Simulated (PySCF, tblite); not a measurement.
# C4H8O2SSi: a rotation path, then NMR shifts on frames, part 2 of 2

tblite 0.8.0 and PySCF 2.14.0. Atoms count from 0. Earlier steps stand in the parts before.

## 5. NMR shieldings: image 5, PBE0/pcSseg-1

Job settings and geometry (Å):

```
{"job": {"kind": "nmr", "xc": "PBE0", "basis": "pcSseg-1", "pop": false}, "charge": 0, "multiplicity": 1}
O     -2.288500     0.862400     1.315100
C     -1.595800     0.324300     0.498500
C     -1.124000     1.005100    -0.769600
S     -0.156700    -0.189500    -1.728100
C      0.193000    -1.202100    -0.240200
O      1.293400    -0.787400     0.462800
Si     2.215300     0.553200     0.389600
C     -1.084100    -1.096100     0.584300
H     -0.501500     1.864700    -0.513400
H     -1.967300     1.357900    -1.362000
H      0.373000    -2.222500    -0.597500
H      2.748400     0.755100    -0.955000
H      1.452300     1.748700     0.770600
H      3.202900     0.165400     1.377700
H     -0.912900    -1.384500     1.621800
H     -1.854900    -1.745700     0.160600
```

Method: GIAO PBE0/pcSseg-1 NMR shielding, non-relativistic, gas phase.

The program printed:

```text
coarse grid: 14728 points
cycle   1  E = -994.4618264779  dE =  1.320e+00  |g| = 9.883e-01  |ddm| = 3.767e+00
cycle   2  E = -993.9384890328  dE =  5.233e-01  |g| = 1.931e+00  |ddm| = 2.674e+00
cycle   3  E = -994.6348259255  dE = -6.963e-01  |g| = 2.189e-01  |ddm| = 2.078e+00
cycle   4  E = -994.6430987011  dE = -8.273e-03  |g| = 1.018e-01  |ddm| = 2.364e-01
cycle   5  E = -994.6447880514  dE = -1.689e-03  |g| = 2.710e-02  |ddm| = 9.152e-02
cycle   6  E = -994.6449425693  dE = -1.545e-04  |g| = 6.301e-03  |ddm| = 3.229e-02
cycle   7  E = -994.6449500451  dE = -7.476e-06  |g| = 1.902e-03  |ddm| = 6.610e-03
final grid: 133896 points
cycle   8  E = -994.7157309949  dE = -1.123e-05  |g| = 1.531e-02  |ddm| = 3.184e-02
cycle   9  E = -994.7156186451  dE =  1.123e-04  |g| = 2.888e-02  |ddm| = 3.142e-02
cycle  10  E = -994.7157731272  dE = -1.545e-04  |g| = 2.817e-03  |ddm| = 2.222e-02
cycle  11  E = -994.7157745920  dE = -1.465e-06  |g| = 3.776e-04  |ddm| = 2.507e-03
cycle  12  E = -994.7157746160  dE = -2.394e-08  |g| = 1.376e-04  |ddm| = 4.550e-04
cycle  13  E = -994.7157746197  dE = -3.675e-09  |g| = 4.256e-05  |ddm| = 1.852e-04
cycle  14  E = -994.7157746201  dE = -4.261e-10  |g| = 9.963e-06  |ddm| = 6.162e-05
converged SCF energy = -994.7157746201

GIAO shielding tensors (ppm)
atom      isotropic    diamagn.    paramagn.     s11        s22        s33       span
  0 O     -338.331     395.699    -734.030   -953.556   -428.148    366.711   1320.267
  1 C      -30.381     247.820    -278.201   -107.770    -39.550     56.177    163.947
  2 C      145.697     256.020    -110.323    131.347    139.608    166.137     34.790
  3 S      477.624    1056.634    -579.010    318.746    357.132    756.995    438.249
  4 C      105.557     245.658    -140.101     76.702    108.845    131.123     54.421
  5 O      277.477     398.162    -120.685    222.300    265.149    344.983    122.683
  6 Si     393.541     879.498    -485.957    345.670    367.498    467.454    121.784
  7 C      131.368     252.217    -120.849    116.391    132.062    145.650     29.259
  8 H       28.024      31.367      -3.343     22.939     27.431     33.701     10.762
  9 H       28.402      29.355      -0.953     23.570     26.584     35.052     11.482
 10 H       26.087      29.723      -3.636     21.127     25.782     31.351     10.224
 11 H       26.258      29.088      -2.830     22.759     25.254     30.760      8.001
 12 H       27.099      30.155      -3.056     23.066     26.577     31.654      8.588
 13 H       27.069      29.071      -2.002     23.227     25.165     32.816      9.588
 14 H       29.026      29.934      -0.908     25.791     27.754     33.534      7.743
 15 H       29.098      29.246      -0.148     25.737     26.531     35.027      9.290
```

It took 76 s on 1 thread, shared host.

In short: δ C1 217.3, C4 81.4, C7 55.6, C2 41.2, H10 5.63, H11 5.46 ppm.

## 6. Nuclear shieldings: image 6, PBE0/pcSseg-1

Job settings and geometry (Å):

```
{"job": {"kind": "nmr", "xc": "PBE0", "basis": "pcSseg-1", "pop": false}, "charge": 0, "multiplicity": 1}
O     -2.164200     0.958700     1.297600
C     -1.522500     0.365500     0.477400
C     -1.077200     0.978700    -0.834300
S     -0.186400    -0.286900    -1.776900
C      0.188400    -1.248300    -0.259600
O      1.331900    -0.848600     0.378500
Si     2.138000     0.564900     0.447600
C     -1.056300    -1.067500     0.600600
H     -0.418500     1.827300    -0.638300
H     -1.931300     1.334600    -1.409400
H      0.324000    -2.287100    -0.580200
H      2.514200     1.013800    -0.891800
H      1.324900     1.613000     1.076900
H      3.251800     0.121200     1.262300
H     -0.863600    -1.326100     1.642100
H     -1.860800    -1.704400     0.222700
```

Method: GIAO PBE0/pcSseg-1 NMR shielding, non-relativistic, gas phase.

The program printed:

```text
coarse grid: 14728 points
cycle   1  E = -994.4602766864  dE =  1.321e+00  |g| = 9.885e-01  |ddm| = 3.769e+00
cycle   2  E = -993.9357316532  dE =  5.245e-01  |g| = 1.933e+00  |ddm| = 2.675e+00
cycle   3  E = -994.6336381092  dE = -6.979e-01  |g| = 2.178e-01  |ddm| = 2.074e+00
cycle   4  E = -994.6418589747  dE = -8.221e-03  |g| = 1.014e-01  |ddm| = 2.359e-01
cycle   5  E = -994.6435334493  dE = -1.674e-03  |g| = 2.732e-02  |ddm| = 9.097e-02
cycle   6  E = -994.6436892950  dE = -1.558e-04  |g| = 6.301e-03  |ddm| = 3.204e-02
cycle   7  E = -994.6436967429  dE = -7.448e-06  |g| = 1.921e-03  |ddm| = 6.655e-03
final grid: 133896 points
cycle   8  E = -994.7147552798  dE = -1.182e-05  |g| = 1.549e-02  |ddm| = 3.258e-02
cycle   9  E = -994.7146399195  dE =  1.154e-04  |g| = 2.922e-02  |ddm| = 3.195e-02
cycle  10  E = -994.7147985594  dE = -1.586e-04  |g| = 2.857e-03  |ddm| = 2.260e-02
cycle  11  E = -994.7148000778  dE = -1.518e-06  |g| = 3.836e-04  |ddm| = 2.583e-03
cycle  12  E = -994.7148001032  dE = -2.541e-08  |g| = 1.392e-04  |ddm| = 4.737e-04
cycle  13  E = -994.7148001069  dE = -3.731e-09  |g| = 4.353e-05  |ddm| = 1.858e-04
cycle  14  E = -994.7148001073  dE = -4.391e-10  |g| = 1.032e-05  |ddm| = 6.332e-05
converged SCF energy = -994.7148001073

GIAO shielding tensors (ppm)
atom      isotropic    diamagn.    paramagn.     s11        s22        s33       span
  0 O     -338.973     396.138    -735.111   -954.946   -428.078    366.105   1321.051
  1 C      -30.600     247.907    -278.506   -108.385    -40.017     56.603    164.988
  2 C      146.833     256.353    -109.520    131.476    139.820    169.203     37.726
  3 S      480.749    1056.390    -575.642    324.657    365.615    751.973    427.316
  4 C      105.280     245.805    -140.525     75.549    109.612    130.680     55.131
  5 O      274.695     397.764    -123.069    204.626    275.949    343.511    138.885
  6 Si     394.721     879.537    -484.816    348.567    367.557    468.038    119.472
  7 C      131.324     252.351    -121.027    115.345    132.768    145.859     30.514
  8 H       28.113      31.465      -3.352     23.243     27.356     33.739     10.497
  9 H       28.399      29.370      -0.971     23.538     26.573     35.086     11.548
 10 H       26.063      29.653      -3.590     21.089     25.781     31.318     10.230
 11 H       26.305      29.198      -2.894     22.809     25.524     30.581      7.772
 12 H       27.099      30.239      -3.140     23.091     26.495     31.711      8.620
 13 H       27.087      29.056      -1.969     23.067     25.213     32.980      9.913
 14 H       29.046      30.083      -1.038     25.892     27.721     33.524      7.632
 15 H       29.043      29.310      -0.267     25.652     26.491     34.986      9.334
```

It took 76 s on 1 thread, shared host.

Key values: δ C1 217.5, C4 81.6, C7 55.6, C2 40.1, H10 5.65, H11 5.41 ppm.

## 7. Shielding tensors: image 8, PBE0/pcSseg-1

Job settings and geometry (Å):

```
{"job": {"kind": "nmr", "xc": "PBE0", "basis": "pcSseg-1", "pop": false}, "charge": 0, "multiplicity": 1}
O     -1.955500     1.119000     1.270000
C     -1.417500     0.446800     0.435600
C     -1.108200     0.945000    -0.959500
S     -0.213400    -0.355500    -1.851000
C      0.193400    -1.272200    -0.308800
O      1.401600    -0.920500     0.226500
Si     2.080300     0.521200     0.568900
C     -0.979600    -0.988400     0.619700
H     -0.508900     1.856000    -0.910300
H     -2.033300     1.171600    -1.491300
H      0.251600    -2.328000    -0.593800
H      2.300000     1.298400    -0.651700
H      1.225300     1.300900     1.469300
H      3.295300     0.018900     1.181500
H     -0.711600    -1.179700     1.659200
H     -1.827000    -1.624600     0.351000
```

With the program's defaults for keys left out, this is: GIAO PBE0/pcSseg-1 NMR shielding, non-relativistic, gas phase.

The program printed:

```text
coarse grid: 14728 points
cycle   1  E = -994.4597560330  dE =  1.315e+00  |g| = 9.912e-01  |ddm| = 3.764e+00
cycle   2  E = -993.9293682933  dE =  5.304e-01  |g| = 1.943e+00  |ddm| = 2.679e+00
cycle   3  E = -994.6343885459  dE = -7.050e-01  |g| = 2.180e-01  |ddm| = 2.070e+00
cycle   4  E = -994.6426581628  dE = -8.270e-03  |g| = 1.018e-01  |ddm| = 2.372e-01
cycle   5  E = -994.6443442863  dE = -1.686e-03  |g| = 2.750e-02  |ddm| = 9.057e-02
cycle   6  E = -994.6445008766  dE = -1.566e-04  |g| = 6.288e-03  |ddm| = 3.142e-02
cycle   7  E = -994.6445082385  dE = -7.362e-06  |g| = 1.950e-03  |ddm| = 6.680e-03
final grid: 133896 points
cycle   8  E = -994.7147716164  dE = -7.688e-06  |g| = 1.530e-02  |ddm| = 2.765e-02
cycle   9  E = -994.7146585056  dE =  1.131e-04  |g| = 2.887e-02  |ddm| = 3.207e-02
cycle  10  E = -994.7148140890  dE = -1.556e-04  |g| = 2.853e-03  |ddm| = 2.254e-02
cycle  11  E = -994.7148156192  dE = -1.530e-06  |g| = 3.668e-04  |ddm| = 2.584e-03
cycle  12  E = -994.7148156426  dE = -2.341e-08  |g| = 1.367e-04  |ddm| = 4.599e-04
cycle  13  E = -994.7148156462  dE = -3.539e-09  |g| = 4.081e-05  |ddm| = 1.756e-04
cycle  14  E = -994.7148156465  dE = -3.793e-10  |g| = 1.021e-05  |ddm| = 6.186e-05
converged SCF energy = -994.7148156465

GIAO shielding tensors (ppm)
atom      isotropic    diamagn.    paramagn.     s11        s22        s33       span
  0 O     -339.342     396.798    -736.141   -954.181   -425.756    361.910   1316.092
  1 C      -31.424     247.957    -279.381   -109.652    -40.658     56.038    165.690
  2 C      147.043     256.219    -109.176    131.455    140.169    169.506     38.051
  3 S      479.757    1056.089    -576.332    307.954    376.024    755.293    447.338
  4 C      105.256     246.074    -140.817     74.103    110.820    130.846     56.743
  5 O      267.830     397.001    -129.171    176.724    286.718    340.048    163.323
  6 Si     395.956     879.675    -483.719    356.664    365.222    465.983    109.320
  7 C      131.951     252.546    -120.595    114.510    133.999    147.345     32.835
  8 H       28.231      31.157      -2.926     23.631     27.124     33.937     10.306
  9 H       28.258      29.134      -0.877     23.122     26.536     35.115     11.994
 10 H       26.002      29.670      -3.668     20.912     25.895     31.200     10.288
 11 H       26.617      29.463      -2.846     23.209     25.761     30.883      7.674
 12 H       27.041      30.273      -3.233     22.955     26.619     31.547      8.592
 13 H       27.122      29.083      -1.960     23.034     25.252     33.081     10.048
 14 H       29.046      30.533      -1.487     26.015     27.760     33.364      7.349
 15 H       28.927      29.477      -0.550     25.693     26.292     34.797      9.104
```

It took 76 s on 1 thread, shared host.

In short: δ C1 218.3, C4 81.7, C7 55.0, C2 39.9, H10 5.71, H11 5.10 ppm.

## 8. Run by run: NMR shifts

Shifts (ppm) of some atoms, chosen among heavy atoms and hydrogens apart, with basis size and wall time:

```tsv
frame	C2	H12	H11	O0	O5	S3	Si6	functions	time
image 0	39.0	5.24	4.71	663.1	58.6	24	-41.8	190	83 s
image 2	40.1	4.93	4.83	664.1	51.6	31	-43.7	190	78 s
image 5	41.2	4.62	5.46	674.4	58.6	26	-44.4	190	76 s
image 6	40.1	4.62	5.41	675.1	61.4	23	-45.6	190	76 s
image 8	39.9	4.68	5.10	675.4	68.2	24	-46.8	190	76 s
```

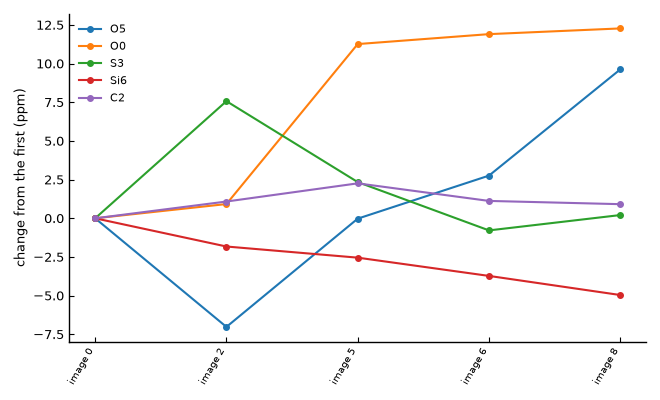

How five of the tabulated atoms move from run to run.

## 9. What came out

This closing draws on all 2 parts.

```
                                        quantity                                               value
                        lowest and highest image                                 -0.033 and 0.008 eV
 13C shifts against TMS (PBE0/pcSseg-1, image 0)                         216.7, 82.9, 54.4, 39.0 ppm
  1H shifts against TMS (PBE0/pcSseg-1, image 0)  5.48, 5.24, 4.71, 4.60, 3.65, 3.19, 2.71, 2.63 ppm
 17O shifts against H2O (PBE0/pcSseg-1, image 0)                                     663.1, 58.6 ppm
 33S shifts against CS2 (PBE0/pcSseg-1, image 0)                                              24 ppm
29Si shifts against TMS (PBE0/pcSseg-1, image 0)                                           -41.8 ppm
                        range of the shift of O5                                    51.6 to 68.2 ppm
```

In words: The band dips 0.8 kcal/mol below its start, so the start is not the lowest point of the turn; from the lowest image the climb to the highest is 0.9 kcal/mol (GFN2-xTB, rough). Shifts at one fixed geometry are not the observed spectrum, which averages over the motion. In the first frame run (image 0): Shielding is most anisotropic at O0 (span 1294 ppm, paramagnetic term -721 ppm). Across the 5 runs the shift of O5 moves most, between 51.6 (image 2) and 68.2 ppm (image 8).
